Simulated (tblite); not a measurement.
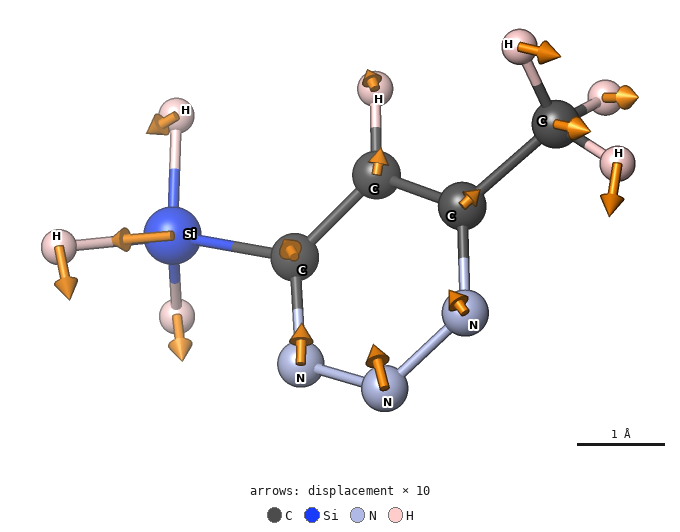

A relaxation of C4H7N3Si. The starting structure is drawn; orange arrows show the displacements, 10 times their true length. The two geometries are superimposed by the best rigid fit.

Style: ball-and-stick. Shown at a tilt.

The calculation used tblite 0.8.0, GFN2-xTB geometry optimisation, gas phase. 

Question: What did the optimiser do to the structure, and how much energy did it gain?

Answer: After 38 geometry steps the energy has fallen by 14.4 kJ/mol. The largest move after the best rigid fit is that of the Si atom, 0.087 Å. Largest moves by element: Si 0.087 Å, H 0.070 Å, N 0.062 Å, C 0.054 Å. Some distances before and after: C–Si 1.844 → 1.897 Å, H–Si 1.491 → 1.459 Å, C–C 1.364 → 1.389 Å, C–N 1.357 → 1.338 Å. Bond angles that change, for instance: H–Si–H 106.4° → 111.1°, C–Si–H 112.1° → 107.8°, H–Si–H 107.3° → 111.0°. The run took 0.24 s on 1 thread of Arm Neoverse V1, with other jobs on the host.
